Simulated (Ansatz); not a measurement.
# A two-dimensional sheet of Ge of the honeycomb type: a line through a two-coordinate scan, part 1 of 2

How does the energy of a two-dimensional sheet of Ge of the honeycomb type (2 atoms in the cell) vary with buckling: height of Ge1 above Ge2, at lattice constant a of the sheet (both vectors scaled alike) = 4.095 Å?

Method: DFT PBE+D3(BJ), scalar-relativistic, plane waves, PAW, in Ansatz 0.2.0.

30 further runs of the same task are left out: 30 set aside as unsound or not needed. Runs told in other sessions of the task aren't counted.

### Step 1. The structure to begin with

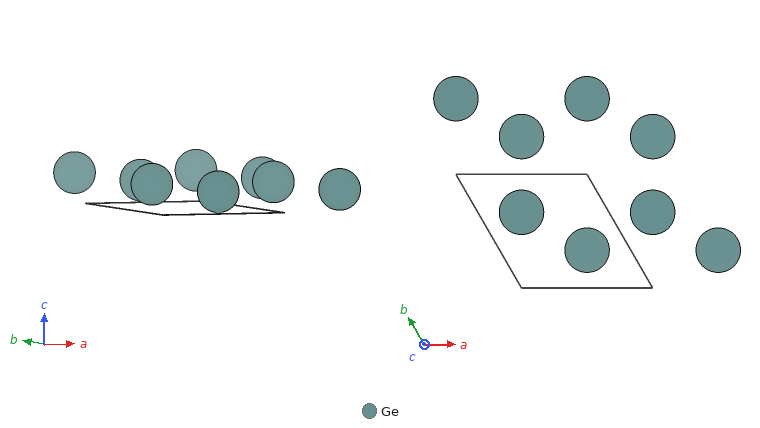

The starting structure, seen from the side (left, normal up) and from above (right) (germanium teal; 2×2 surface cells, with atoms on the cell's edges repeated; the outline under the slab is one cell, and the vacuum is left out).

Coordinates:

```
CELL_PARAMETERS angstrom
4.09500 0.00000 0.00000
-2.04750 3.54637 0.00000
0.00000 0.00000 28.00000
ATOMIC_POSITIONS crystal
Ge 0.33333 0.66667 0.50262
Ge 0.66667 0.33333 0.49738
```

This is the geometry of the first run shown, built on a cell relaxed beforehand with the same method.

### Step 2. Plan of the line

Atoms count from 1 in the order of the input.

The lattice constant and the buckling of a sheet are varied, nothing relaxed.

The axes are (1) lattice constant a of the sheet (both vectors scaled alike): 8 values from 3.771 to 4.224 Å; (2) buckling: height of Ge1 above Ge2: 8 values from 0.000 to 1.026 Å.

Nothing else is relaxed. Points are written as (first, second).

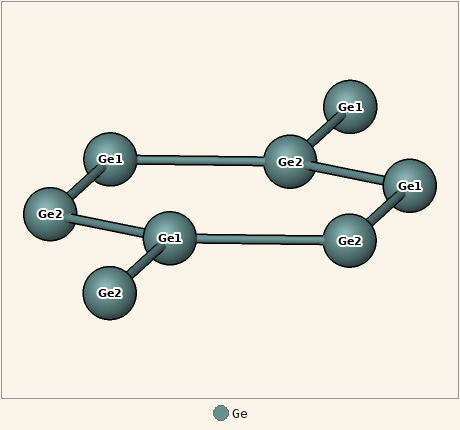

The geometry at (4.095 Å, 0.147 Å).

### Step 3. The run at (4.095 Å, 0.147 Å)

Along c the cell is not periodic, so the sheet has no images above or below.

Contents of input.yaml:

```yaml
crystal:
  lattice:
    - [4.095, 0.0, 0.0]
    - [-2.0475, 3.5463740285, 0.0]
    - [0.0, 0.0, 28.0]
  atoms:
    - { symbol: Ge, position: [0.3333333333, 0.6666666667, 0.502625] }
    - { symbol: Ge, position: [0.6666666667, 0.3333333333, 0.497375] }
  periodic: [true, true, false]
basis:
  ecutwfc: 420
kpoints:
  mp_grid: { grid: [12, 12, 1] }
hamiltonian:
  xc: pbe
  pseudopotentials: { kind: paw, azcp: { folder: soft_1 } }
  dispersion: d3bj
scf:
  occupations: { method: gaussian, width: 0.1 }
output:
  forces: true
  stress: true
  eigenvalues: true
```

Command:

```
ansatz run input.yaml --threads 1 --pin off --max-ram 3072MiB --backend cpu --events-out ev --progress --plain --runs-dir out
```

The program printed, cut to the lines that bear on the results:

```text
Warning: RAYON_NUM_THREADS=1 ignored (pool sized by the plan → 1); use --threads N
[...]
Pseudopotentials: kind: paw
Pseudopotential: Ge, paw, valence charge 14, recommended cutoff 420 eV (normal), <dir>
Functional definition: PBE
[...]
Crystal: 2 atoms, lattice volume = 406.627 Å³
Basis set: ecut = 420 eV, 7917 PW (Γ), exchange–correlation on 60×60×384 points (8 copies of the dense FFT grid, shifted against one another)
Bands: 18, of which v1, the nominal top of the filled ones, is band 14 counted from 1 (13 counted from 0)
Symmetry: 12 space group operations
Space group: P-3m1 (ITA 164), of the structure as read, at distance tolerance 7.4e-5 Å
k-points: 19 of 144
[...]
SCF iter   1: F=—  HF=-8589.153768 eV  |F-HF|=—  |Δ(HF+E_count)|=         —  Δρ=1.10e-2  dr2=4.20e-1  ethr=1.49e-3  ⟨swp⟩=1.7  Hψ=2703  notcnv=0
[...]
SCF iter   7: F=-8589.094729 eV  HF=-8589.094729 eV  |F-HF|=4.77e-8  |Δ(HF+E_count)|=   5.20e-7  Δρ=9.25e-7  dr2=2.64e-9  ethr=3.57e-10  ⟨swp⟩=11.7  Hψ=2077  notcnv=0
[...]
SCF converged after 7 iterations
Free energy (F): -8589.094729 eV
[...]
E sigma→0 (E₀):  -8589.093992 eV
Entropy (-TS):   -0.001475 eV (-0.738 meV/atom)
Fermi energy:    -4.634504 eV
[...]
--- Forces (eV/Å), atoms counted from 1 ---
  atom   1  Ge     0.00000000    -0.00000000     0.35483516
  atom   2  Ge     0.00000000     0.00000000    -0.35483516
[...]
--- 2D stress c σ (N/m, compression-positive) ---
       -0.278454       0.000000       0.000000
       -0.000000      -0.278454      -0.000000
        0.000000       0.000000       0.000000
  P = ½ c Tr σ = -0.2785 N/m
--- Band table (eV; the first three rows and the last of 19) ---
  k-point 0: bands = ["-29.6428", "-29.6237", "-29.6237", "-29.5741", "-29.5741", "-29.4513", "-29.4513", "-29.4149", "-29.4149", "-29.3891", "-16.4520", "-7.3934", "-6.0572", "-6.0572", "-5.7164", "-1.3383", "-1.3053", "-1.3053"]
[...]
  ° read free of the cell's end (the report's vacuum.weakly_bound_levels)
```

It took 15 s on 1 thread of Arm Neoverse N1, shared host; peak memory 0.53 GiB.

From the log: work function 4.63 eV.

### Step 4. The run at (4.095 Å, 0.293 Å)

input.yaml: that of step 3 with these lines changed.

```diff
@@ -6,4 +6,4 @@
   atoms:
-    - { symbol: Ge, position: [0.3333333333, 0.6666666667, 0.502625] }
-    - { symbol: Ge, position: [0.6666666667, 0.3333333333, 0.497375] }
+    - { symbol: Ge, position: [0.3333333333, 0.6666666667, 0.5052321429] }
+    - { symbol: Ge, position: [0.6666666667, 0.3333333333, 0.4947678571] }
   periodic: [true, true, false]
```

Command:

```
ansatz run input.yaml --threads 1 --pin off --max-ram 3072MiB --backend cpu --events-out ev --progress --plain --runs-dir out
```

The program printed, cut to the lines that bear on the results:

```text
[...]
SCF converged after 6 iterations
Free energy (F): -8589.163626 eV
[...]
E sigma→0 (E₀):  -8589.162780 eV
Entropy (-TS):   -0.001691 eV (-0.845 meV/atom)
Fermi energy:    -4.470832 eV
[...]
--- Forces (eV/Å), atoms counted from 1 ---
  atom   1  Ge    -0.00000000    -0.00000000     0.56127943
  atom   2  Ge    -0.00000000     0.00000000    -0.56127943
[...]
--- 2D stress c σ (N/m, compression-positive) ---
       -0.391813      -0.000000       0.000000
        0.000000      -0.391813       0.000000
        0.000000       0.000000       0.000000
  P = ½ c Tr σ = -0.3918 N/m
--- Band table (eV; the first three rows and the last of 19) ---
  k-point 0: bands = ["-29.5176", "-29.5087", "-29.5087", "-29.4687", "-29.4687", "-29.3162", "-29.3162", "-29.3031", "-29.3031", "-29.3016", "-16.3136", "-7.5165", "-5.8861", "-5.8861", "-5.4467", "-1.4833", "-1.2042", "-1.2042"]
[...]
  ° read free of the cell's end (the report's vacuum.weakly_bound_levels)
```

Run time: 14 s. Hardware: 1 thread of Arm Neoverse N1, shared host; peak memory 0.53 GiB.

This gives work function 4.47 eV.

### Step 5. Changed: occupations.method tetrahedron, ecutwfc left out, width left out

input.yaml: that of step 4 with these lines changed.

```diff
@@ -9,4 +9,2 @@
   periodic: [true, true, false]
-basis:
-  ecutwfc: 420
 kpoints:
@@ -18,6 +16,6 @@
 scf:
-  occupations: { method: gaussian, width: 0.1 }
+  occupations: { method: tetrahedron }
 output:
   forces: true
+  eigenvalues: true
   stress: true
-  eigenvalues: true
```

Command:

```
ansatz run input.yaml --threads 1 --pin off --max-ram 3072MiB --backend cpu --events-out ev --progress --plain --runs-dir out
```

The program printed, cut to the lines that bear on the results:

```text
Warning: output.forces, output.stress, relax.cell or npt_langevin: where a Kohn–Sham band that disperses or a degenerate level is filled in part under the method tetrahedron, the forces or the stress that this run publishes need not agree with its energy (scf.occupations.method in the [...]
Warning: RAYON_NUM_THREADS=1 ignored (pool sized by the plan → 1); use --threads N
[...]
[... 3 set-up lines as earlier in the session ...]
[...]
Crystal: 2 atoms, lattice volume = 406.627 Å³
Basis set: ecut = 420 eV, 7917 PW (Γ), exchange–correlation on 60×60×384 points (8 copies of the dense FFT grid, shifted against one another)
Bands: 18, of which v1, the nominal top of the filled ones, is band 14 counted from 1 (13 counted from 0)
[... 2 set-up lines as earlier in the session ...]
k-points: 19 of 144
[...]
SCF converged after 7 iterations
Stability not checked: this state was not tested for a lower state beside it, because cold or Methfessel-Paxton smearing, or corrected tetrahedra, fill the levels in a way that the test cannot read (fill_not_monotonic; see scf.lower_state_search)
Free energy (F): -8589.164372 eV
[...]
E sigma→0 (E₀):  -8589.164372 eV
Entropy (-TS):   -0.000032 eV (-0.016 meV/atom)
Fermi energy:    -4.670877 eV
[...]
--- Forces (eV/Å), atoms counted from 1 ---
  atom   1  Ge     0.00000000    -0.00000000     0.55698125
  atom   2  Ge     0.00000000     0.00000000    -0.55698125
[...]
--- 2D stress c σ (N/m, compression-positive) ---
       -0.371390       0.000000       0.000000
        0.000000      -0.371390       0.000000
        0.000000       0.000000       0.000000
  P = ½ c Tr σ = -0.3714 N/m
--- Band table (eV; the first three rows and the last of 19) ---
  k-point 0: bands = ["-29.5156", "-29.5066", "-29.5066", "-29.4666", "-29.4666", "-29.3141", "-29.3141", "-29.3010", "-29.3010", "-29.2995", "-16.3120", "-7.5157", "-5.8845", "-5.8845", "-5.4449", "-1.4832", "-1.2027", "-1.2027"]
[...]
  ° read free of the cell's end (the report's vacuum.weakly_bound_levels)
```

It took 14 s on 1 thread of Arm Neoverse N1, shared host; peak memory 0.52 GiB.

| run | ending | energy change | gap (eV) | force (eV/Å) | cycles | time |
| --- | --- | --- | --- | --- | --- | --- |
| step 4 | converged | 0 | 0.00 | 0.56 | 6 | 14 s |
| variant | converged | -0.8 meV/atom (σ→0) | 0.00 | 0.56 | 7 | 14 s |

Changing the smearing moves the energy by -0.8 meV/atom (σ→0 values). Cost: 7 SCF cycles against 6.

### Step 6. Grid point (4.095 Å, 0.440 Å)

input.yaml: that of step 4 with these lines changed.

```diff
@@ -6,4 +6,4 @@
   atoms:
-    - { symbol: Ge, position: [0.3333333333, 0.6666666667, 0.5052321429] }
-    - { symbol: Ge, position: [0.6666666667, 0.3333333333, 0.4947678571] }
+    - { symbol: Ge, position: [0.3333333333, 0.6666666667, 0.5078571429] }
+    - { symbol: Ge, position: [0.6666666667, 0.3333333333, 0.4921428571] }
   periodic: [true, true, false]
```

Command:

```
ansatz run input.yaml --threads 1 --pin off --max-ram 3072MiB --backend cpu --events-out ev --progress --plain --runs-dir out
```

The program printed, cut to the lines that bear on the results:

```text
Warning: RAYON_NUM_THREADS=1 ignored (pool sized by the plan → 1); use --threads N
[...]
[... 3 set-up lines as earlier in the session ...]
[...]
Crystal: 2 atoms, lattice volume = 406.627 Å³
Basis set: ecut = 420 eV, 7917 PW (Γ), exchange–correlation on 60×60×384 points (8 copies of the dense FFT grid, shifted against one another)
Bands: 18, of which v1, the nominal top of the filled ones, is band 14 counted from 1 (13 counted from 0)
[... 2 set-up lines as earlier in the session ...]
k-points: 19 of 144
[...]
SCF iter   1: F=—  HF=-8589.328904 eV  |F-HF|=—  |Δ(HF+E_count)|=         —  Δρ=1.07e-2  dr2=4.40e-1  ethr=1.56e-3  ⟨swp⟩=1.6  Hψ=2722  notcnv=0
[...]
SCF iter   6: F=-8589.247229 eV  HF=-8589.247229 eV  |F-HF|=1.15e-7  |Δ(HF+E_count)|=   1.78e-5  Δρ=3.75e-6  dr2=4.55e-8  ethr=3.57e-10  ⟨swp⟩=13.2  Hψ=2209  notcnv=0
[...]
SCF converged after 6 iterations
Free energy (F): -8589.247229 eV
[...]
E sigma→0 (E₀):  -8589.246605 eV
Entropy (-TS):   -0.001248 eV (-0.624 meV/atom)
Fermi energy:    -4.467867 eV
[...]
--- Forces (eV/Å), atoms counted from 1 ---
  atom   1  Ge     0.00000000    -0.00000000     0.52249845
  atom   2  Ge    -0.00000000     0.00000000    -0.52249845
[...]
--- 2D stress c σ (N/m, compression-positive) ---
       -0.576443       0.000000       0.000000
        0.000000      -0.576443       0.000000
        0.000000       0.000000       0.000000
  P = ½ c Tr σ = -0.5764 N/m
--- Band table (eV; the first three rows and the last of 19) ---
  k-point 0: bands = ["-29.3343", "-29.3343", "-29.3269", "-29.2993", "-29.2993", "-29.1651", "-29.1303", "-29.1303", "-29.1196", "-29.1196", "-16.0876", "-7.6819", "-5.6111", "-5.6111", "-5.0461", "-1.7005", "-1.0465", "-1.0465"]
[...]
  ° read free of the cell's end (the report's vacuum.weakly_bound_levels)
```

Run time: 14 s. Hardware: 1 thread of Arm Neoverse N1, shared host; peak memory 0.52 GiB.

Read from this run: work function 4.47 eV.

### Step 7. Point (4.095 Å, 0.587 Å)

input.yaml: that of step 6 with these lines changed.

```diff
@@ -6,4 +6,4 @@
   atoms:
-    - { symbol: Ge, position: [0.3333333333, 0.6666666667, 0.5078571429] }
-    - { symbol: Ge, position: [0.6666666667, 0.3333333333, 0.4921428571] }
+    - { symbol: Ge, position: [0.3333333333, 0.6666666667, 0.5104821429] }
+    - { symbol: Ge, position: [0.6666666667, 0.3333333333, 0.4895178571] }
   periodic: [true, true, false]
```

Command:

```
ansatz run input.yaml --threads 1 --pin off --max-ram 3072MiB --backend cpu --events-out ev --progress --plain --runs-dir out
```

The program printed, cut to the lines that bear on the results:

```text
Warning: RAYON_NUM_THREADS=1 ignored (pool sized by the plan → 1); use --threads N
[...]
[... 3 set-up lines as earlier in the session ...]
[...]
Crystal: 2 atoms, lattice volume = 406.627 Å³
Basis set: ecut = 420 eV, 7917 PW (Γ), exchange–correlation on 60×60×384 points (8 copies of the dense FFT grid, shifted against one another)
Bands: 18, of which v1, the nominal top of the filled ones, is band 14 counted from 1 (13 counted from 0)
[... 2 set-up lines as earlier in the session ...]
k-points: 19 of 144
[...]
SCF iter   1: F=—  HF=-8589.406971 eV  |F-HF|=—  |Δ(HF+E_count)|=         —  Δρ=1.05e-2  dr2=4.67e-1  ethr=1.65e-3  ⟨swp⟩=1.5  Hψ=2650  notcnv=0
[...]
SCF iter   7: F=-8589.303852 eV  HF=-8589.303852 eV  |F-HF|=3.16e-8  |Δ(HF+E_count)|=   1.17e-7  Δρ=1.64e-6  dr2=7.44e-9  ethr=3.41e-10  ⟨swp⟩=7.1  Hψ=1460  notcnv=0
[...]
SCF converged after 7 iterations
Free energy (F): -8589.303852 eV
[...]
E sigma→0 (E₀):  -8589.303055 eV
Entropy (-TS):   -0.001593 eV (-0.796 meV/atom)
Fermi energy:    -4.488707 eV
[...]
--- Forces (eV/Å), atoms counted from 1 ---
  atom   1  Ge     0.00000000    -0.00000000     0.21323139
  atom   2  Ge     0.00000000     0.00000000    -0.21323139
[...]
--- 2D stress c σ (N/m, compression-positive) ---
       -0.832829       0.000000       0.000000
        0.000000      -0.832829       0.000000
        0.000000       0.000000       0.000000
  P = ½ c Tr σ = -0.8328 N/m
--- Band table (eV; the first three rows and the last of 19) ---
  k-point 0: bands = ["-29.1231", "-29.1231", "-29.0965", "-29.0860", "-29.0860", "-28.9944", "-28.9182", "-28.9182", "-28.8903", "-28.8903", "-15.7860", "-7.8661", "-5.2508", "-5.2508", "-4.5573", "-1.9600", "-0.8488", "-0.8488"]
[...]
```

Run time: 16 s. Hardware: 1 thread of Arm Neoverse N1, shared host; peak memory 0.53 GiB.

From the log: work function 4.49 eV.

(Continued in part 2 of 2.)
